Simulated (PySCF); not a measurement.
## Electronic structure of C5H6F2OSi in real space

The calculation's input:

```
{"job": {"kind": "nmr", "xc": "PBE0", "basis": "pcSseg-1"}, "charge": 0, "multiplicity": 1}
F      3.709042    -0.160109     0.195658
C      2.504090     0.266733    -0.208946
F      2.572462     1.623667    -0.214648
O      1.581604    -0.194140     0.658702
C      0.255123    -0.108012     0.289758
C     -0.258400     0.525407    -0.772343
C     -1.706028     0.425750    -0.887467
C     -2.354057    -0.268573     0.058428
Si    -1.122466    -0.932817     1.319034
H      2.347604    -0.056764    -1.256361
H      0.296083     1.092551    -1.505308
H     -2.194240     0.911852    -1.720074
H     -3.424701    -0.381367     0.047134
H     -1.232030    -0.349219     2.652304
H     -0.978500    -2.386970     1.322217
```

Launched as:

```sh
OMP_NUM_THREADS=1 python probes_run.py task.json out
```

Geometry: GFN2-xTB.

All numbers below come from PBE0/pcSseg-1, SCF density, gas phase, non-relativistic (PySCF 2.14.0).

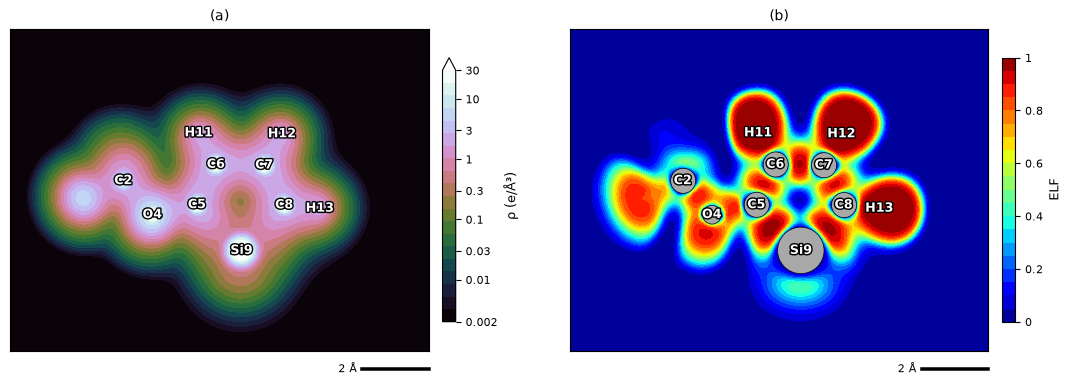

Figure 1. (a) electron density; (b) ELF on the plane of atoms Si9, C8 and H13. Grey discs cover the atomic cores in the ELF map.

> What do the fields say about this system?

Atoms in the plane: C, O, Si and H. C–C (1.34 Å): ρ at the midpoint is about 2.3 e/Å³; the ELF peaks at about 0.90 between the atoms: a short, multiple covalent bond. C–O (1.35 Å): ρ at the midpoint is about 2.4 e/Å³, with its minimum of 2.1 e/Å³ about 0.5 Å from C; the ELF peaks at about 0.90 between the atoms, as expected for a polar covalent bond. C–Si (1.88 Å): the density is about 0.93 e/Å³ at the midpoint; the ELF peaks at about 0.95 between the atoms, as expected for a shared electron pair. C–H (1.08 Å): ρ at the midpoint is about 2 e/Å³; the ELF climbs to about 1 towards the hydrogen, as it does in any bond to H: an ordinary covalent bond to hydrogen. C–C (1.46 Å): ρ at the midpoint is about 1.9 e/Å³; the ELF peaks at about 0.95 between the atoms: localised, covalent bonding. The ELF also peaks beside O4 and F1, away from the bonds: lone-pair regions.

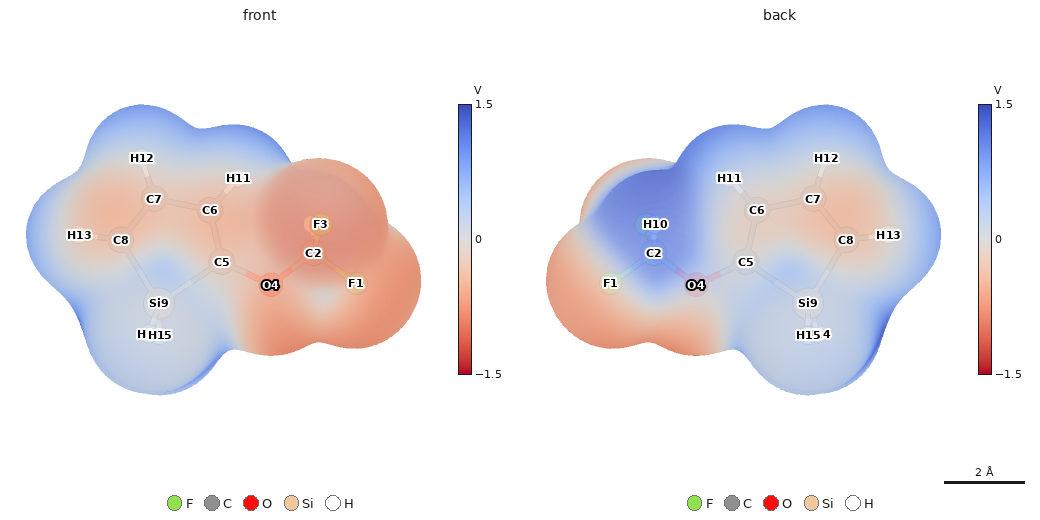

Figure 2. The electrostatic potential painted on the density surface at 0.001 e/bohr³, seen from the front and from behind; the colour scale runs from red (negative) to blue (positive).

> Which sites attract a positive test charge, and which a negative one?

A positive charge is drawn to the negative regions and a negative charge to the positive ones. The most negative region (about −0.8 V) lies over F1, F3 and O4, the most positive (about +1.2 V) over Si9 and H10.
